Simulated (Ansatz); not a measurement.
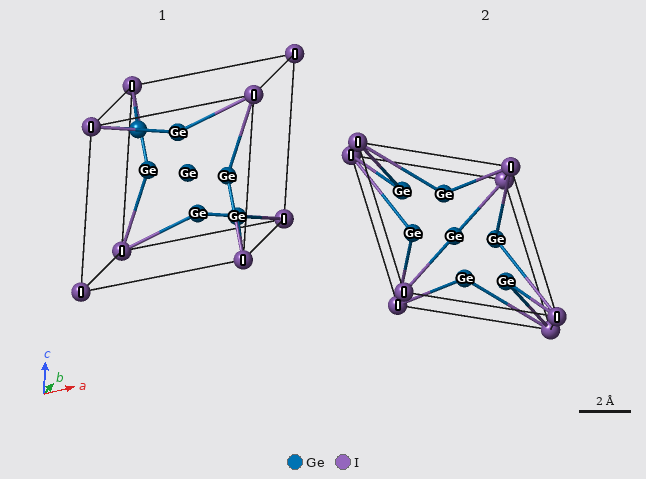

Two geometries of solid Ge7I (a generated structure, set up in R-3m), drawn at one scale. One is the start of a relaxation, the other its converged end. The picture is a ball-and-stick view of the cell of the calculation, seen slightly off an axis.

The calculation used DFT PBE, scalar-relativistic, plane waves, PAW in Ansatz. Settings: plane-wave cutoff 420 eV; k-point mesh 6 × 6 × 6; occupations gaussian; smearing width 0.1 eV; no spin polarisation; cell and atoms relaxed; force threshold 0.01 eV/Å; at most 80 steps.

Q: Which one is relaxed?

A: Structure 2 is the relaxed one. Over 21 accepted moves (26 points after the start) the energy falls by 3.042 eV per cell of the calculation. The largest force component goes from 0.18 to 0.003 eV/Å. The pressure goes from 0.54 to 0.00 GPa. The line search rejected the trial steps at points 12, 21 of the run. The SCF was repeated 3 times at an unchanged geometry on a basis and grid sized afresh for the cell, which shifted the energy by 0.156 eV per cell of the calculation at most. The largest moves relative to the cell, 0.70 Å, are those of Ge atoms. I stays in place. The drawn cell changes as follows: a = b = c 6.537 → 6.420 Å (−1.8 %), α 75.1° → 109.1°, β 75.1° → 109.1°, γ 75.1° → 109.1°; the volume changes by −19.1 %. Some distances before and after: Ge–I 6.963 → 3.274 Å, Ge–I 3.548 → 4.073 Å. The space group stays R-3m (No. 166). The run took 20 min on 1 thread of Arm Neoverse V1, on a shared host, peak memory 0.79 GiB.
